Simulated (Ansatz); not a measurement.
**BCNF2 (SMILES N#CB(F)F) at HF/STO-3G**

Aim: the vertical electron affinity of BCNF2 at HF/STO-3G, from 2 runs. 

The results are computed with Ansatz 0.2.0.

69 further runs of the same task are left out: 69 set aside as unsound or not needed.

## (1) The molecule

The species is BCNF2 (5 atoms), meant as a singlet with charge 0. As SMILES, `N#CB(F)F`. The coordinates come from a PBE0-D4/def2-TZVP relaxation.

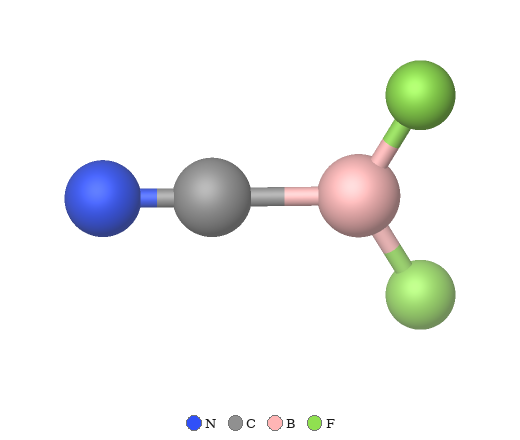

The structure, seen from a chosen angle (nitrogen blue, carbon grey, boron pink, fluorine green).

## (2) A single-point energy at HF/STO-3G

Contents of in.yaml:

```yaml
crystal:
  periodic: [false, false, false]
  atoms:
    - symbol: N
      position_ang: [-0.715100, 1.789700, 0.801000]
    - symbol: C
      position_ang: [-0.319400, 0.804800, 0.359300]
    - symbol: B
      position_ang: [0.212000, -0.517400, -0.233800]
    - symbol: F
      position_ang: [1.451200, -0.872800, -0.026200]
    - symbol: F
      position_ang: [-0.578700, -1.277900, -0.941900]
basis:
  gaussian:
    orbitals: STO-3G
hamiltonian:
  xc: hf
accuracy: high
output:
  orbitals: {seedname: orbitals}
```

On the command line:

```bash
$ ansatz run in.yaml --threads 1 --pin off --max-ram 3480MiB --events-out events.jsonl --progress --plain --runs-dir runs
```

The program printed:

```text
Warning: RAYON_NUM_THREADS=1 ignored (pool sized by the plan → 1); use --threads N
Functional definition: HF
  name "HF"
  exchange = exact_x
  correlation = 0
475 factors; integrals over basis functions are off by at most 5.9e-8 eV
mean field evaluation 1: about -8476.8041 eV, gradient 4.1e1 eV
mean field evaluation 2: about -8476.8667 eV, gradient 4.1e1 eV
mean field evaluation 4: about -8481.8337 eV, gradient 3.4e0 eV
mean field evaluation 8: about -8481.8761 eV, gradient 2.7e-4 eV
mean field -8481.87607836 eV, -311.7031966575 hartree, gradient 2.8e-8 eV, S^2 0.000000; 0 other end points of the search recorded, 0 dependent functions left out
reference -8481.87607836 eV, -311.7031966575 hartree; 18, 18 occupied and 7, 7 virtual orbitals, 475 factors
Total energy: -8481.87607836 eV, -311.7031966575 hartree
```

Run time: 0.14 s. Hardware: 1 thread of Arm Neoverse V2, shared host.

## (3) The doublet anion, same level

in.yaml: that of step 2 with these lines changed.

```diff
@@ -16,2 +16,6 @@
     orbitals: STO-3G
+total_charge: -1
+magnetization:
+  spin_polarized: true
+  initial_magnetization: 1
 hamiltonian:
```

On the command line:

```bash
$ ansatz run in.yaml --threads 1 --pin off --max-ram 3480MiB --events-out events.jsonl --progress --plain --runs-dir runs
```

The program printed:

```text
Warning: RAYON_NUM_THREADS=1 ignored (pool sized by the plan → 1); use --threads N
[... 4 set-up lines as earlier in the session ...]
475 factors; integrals over basis functions are off by at most 5.9e-8 eV
mean field evaluation 1: about -8471.2867 eV, gradient 2.6e1 eV
mean field evaluation 2: about -8471.3971 eV, gradient 2.6e1 eV
mean field evaluation 4: about -8476.2482 eV, gradient 3.2e0 eV
mean field evaluation 8: about -8476.5515 eV, gradient 4.0e-1 eV
mean field evaluation 16: about -8476.5668 eV, gradient 1.4e-6 eV
mean field -8476.56675139 eV, -311.5080824904 hartree, gradient 1.9e-8 eV, S^2 0.867047; 0 other end points of the search recorded, 0 dependent functions left out
reference -8476.56675139 eV, -311.5080824904 hartree; 19, 18 occupied and 6, 7 virtual orbitals, 475 factors
Total energy: -8476.56675139 eV, -311.5080824904 hartree
```

It took 0.18 s on 1 thread of Arm Neoverse V2, shared host.

## (4) Outcome

Level: HF/STO-3G.

| quantity | value |
| --- | --- |
| singlet BCNF2: total energy | -311.70320 Eh |
| singlet BCNF2: HOMO energy | -11.79 eV |
| singlet BCNF2: LUMO energy | 5.77 eV |
| singlet BCNF2: HOMO–LUMO gap | 17.56 eV |
| doublet anion: total energy | -311.50808 Eh |
| doublet anion: HOMO energy (highest over α and β) | 4.96 eV |
| doublet anion: LUMO energy (lowest over α and β) | 16.61 eV |
| doublet anion: ⟨S²⟩ | 0.867 |
| vertical electron affinity (to the doublet anion) | -5.309 eV |

The anion lies 5.31 eV (512 kJ/mol) above the neutral: the electron isn't bound at this level, and such a value depends on the basis. Without diffuse functions anions come out too high. Hartree–Fock misses the correlation that binds many anions. In a minimal basis such a difference can be off by several eV, whatever the method. ⟨S²⟩ (doublet anion) is 0.87 where a pure doublet has 0.75: the reference is spin-contaminated. The HOMO (doublet anion) lies at positive energy, 4.96 eV: the electron is unbound at this level or held by a compact basis; values depend on the basis.
